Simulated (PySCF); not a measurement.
CH2F2, SMILES `FCF`.

Level of theory: PBE0/def2-TZVP (PySCF), at a geometry from GFN2-xTB. No frequency check shows the geometry to be a minimum. A basis without diffuse functions makes polarisabilities too small.

Coordinates in Å:

```
F1       1.0886    0.2890    0.0000
C2      -0.0000   -0.4993    0.0000
F3      -1.0886    0.2890    0.0000
H4       0.0000   -1.1036   -0.9174
H5       0.0000   -1.1036    0.9174
```

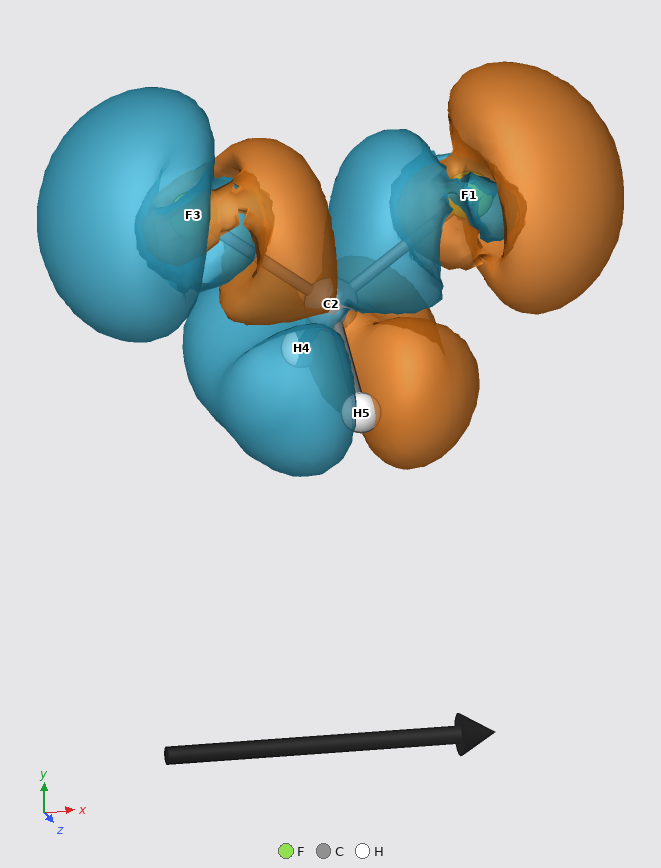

Change of the electron density in a uniform field of 0.21 V/Å along +x (arrow), surfaces at ±0.001 e/Å³ (light blue: gain, orange: loss).

> How large is the response?

The induced dipole is 0.16 D (along the field); α along this axis, from the fields in both directions, is 16 bohr³ (2.4 Å³).

> Which atoms gain and lose the most charge?

Electrons gather most on F3 (Hirshfeld charge changes by −0.008 e) and leave F1 most (+0.008 e); 0.019 electrons are displaced in all.
